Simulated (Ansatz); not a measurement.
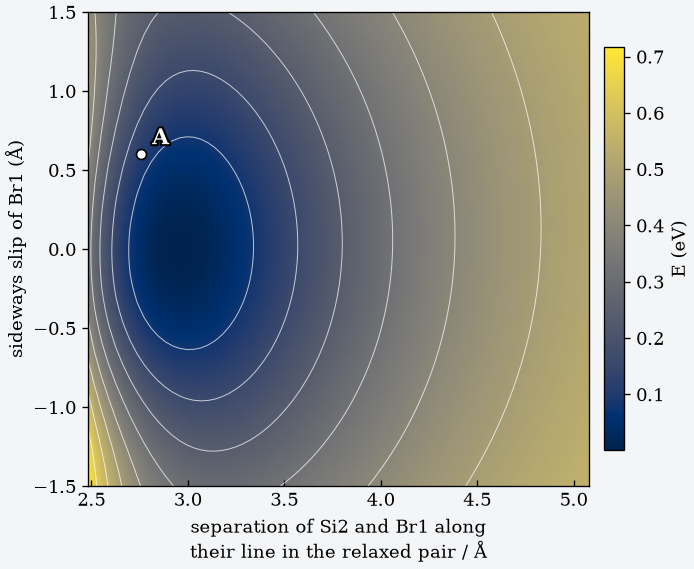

The pair Br···H₄OSi, charge −1. Coordinates scanned: (1) separation of Si2 and Br1 along their line in the relaxed pair; (2) sideways slip of Br1. Nothing is relaxed (both partners rigid). Grid: 11 × 11 points. Points are written as (first, second). Energies are in eV, from the lowest grid point. All numbers below come from Ansatz 0.2.0, RKS PBE0-D4/def2-SVPD.

In the figure: a smooth colour map with a few white contour lines, the point A. Between grid points the surface is interpolated.

> Is A at rest? If not, where is it pushed?

A, at (2.755 Å, 0.6 Å), is not a stationary point. The computed force is 0.51 eV for each Å towards larger values of the first coordinate and 0.19 eV for each Å towards smaller values of sideways slip of Br1.
